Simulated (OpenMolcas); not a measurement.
# How methods differ on AlH2S (SMILES [AlH][SH])

AlH2S has 4 atoms, charge 0, and is taken as a doublet. SMILES: `[AlH][SH]`. The shape comes from GFN2-xTB, which is rough for such elements, and wasn't checked as a minimum.

| atom | x (Å) | y (Å) | z (Å) |
| --- | --- | --- | --- |
| Al | 0.0204 | -1.0177 | -0.2871 |
| S | 0.9291 | 0.9979 | -0.1091 |
| H | -0.7808 | -1.5874 | 0.9406 |
| H | -0.1687 | 1.6072 | -0.5445 |

Each level gives the energy change with the S2–H4 bond stretched from 1.329 to 3.322 Å (eV). The values are calculated.

| level | kind | program | value (eV) | less FCI/STO-3G | CPU time (all runs) |
| --- | --- | --- | --- | --- | --- |
| ROHF/STO-3G | Hartree–Fock | OpenMolcas | 4.76 | +1.40 | 6.7 s |
| USVWN5/STO-3G | LDA | OpenMolcas | 4.22 | +0.86 | 11 s |
| UPBE/STO-3G | GGA | OpenMolcas | 3.82 | +0.46 | 14 s |
| U-r2SCAN/STO-3G | meta-GGA | OpenMolcas | 3.96 | +0.60 | 20 s |
| UB3LYP/STO-3G | global hybrid | OpenMolcas | 4.07 | +0.71 | 15 s |
| UM06-2X/STO-3G | hybrid meta-GGA | OpenMolcas | 4.32 | +0.96 | 20 s |
| UPBE0/STO-3G | global hybrid | OpenMolcas | 4.09 | +0.73 | 14 s |
| CASSCF(3,3)/STO-3G | multireference | OpenMolcas | 3.25 | -0.11 | 3.5 s |
| ROCCSD(T)/STO-3G | coupled cluster or CI | OpenMolcas | 3.35 | -0.01 | 7 s |
| FCI/STO-3G | exact in the basis | OpenMolcas | 3.36 | 0.00 | 11 s |

FCI/STO-3G is exact within its basis and frozen core, so for wave-function methods in that basis the difference is their error; functionals converge differently with the basis, so for them it is only a difference. The first shape isn't each level's own minimum. The values span 3.25 to 4.76 eV. Spin contamination of the reference (⟨S²⟩ at least 0.1 too high) touches UPBE/STO-3G, U-r2SCAN/STO-3G, UB3LYP/STO-3G, UM06-2X/STO-3G, UPBE0/STO-3G. All rows use very small basis sets, so even the best lies far from the true value. Times are those of the runs behind each value, whatever else they computed, on shared processors of several kinds: orders of magnitude only.

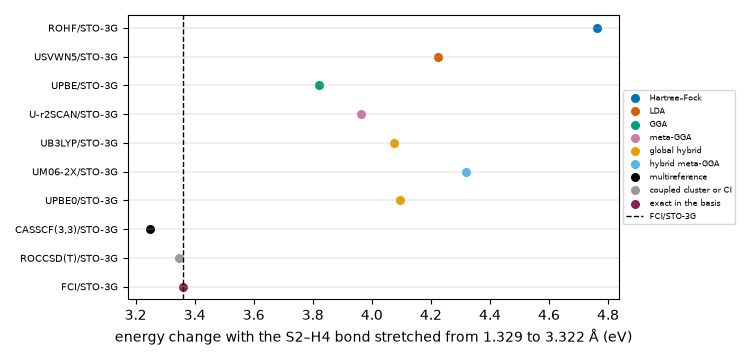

The values of the table, level by level.
